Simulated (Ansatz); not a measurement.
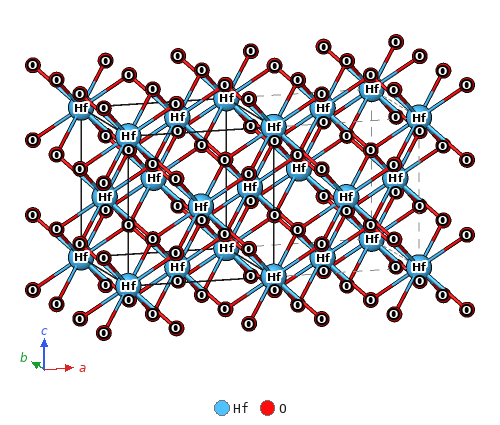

System HfO₂ (space group Fm-3m, No. 225); source of the atomic positions: a calculation's input that goes back to an entry of the Crystallography Open Database (an earlier step may have relaxed or displaced it).

Bonds are taken as Hf–O below 2.5 Å. Simplification: prune 0- and 1-connected atoms, fold 2-connected ones into links.

Question: What kind of net remains, and which atoms are its nodes?

Answer: A binodal (4,8)-connected, three-periodic net: O is a 4-connected node; Hf is an 8-connected node, in the ratio 2:1.

Question: Name the underlying net.

Answer: It is the flu net, known from fluorite.

Question: Is the net interpenetrated?

Answer: It is a single net, without interpenetration.

Question: How many nodes does the smallest cycle have?

Answer: Four.

Question: Give the point symbol of each node (shortest cycle at each angle).

Answer: O: 4⁶; Hf: 4¹²·6¹²·8⁴.
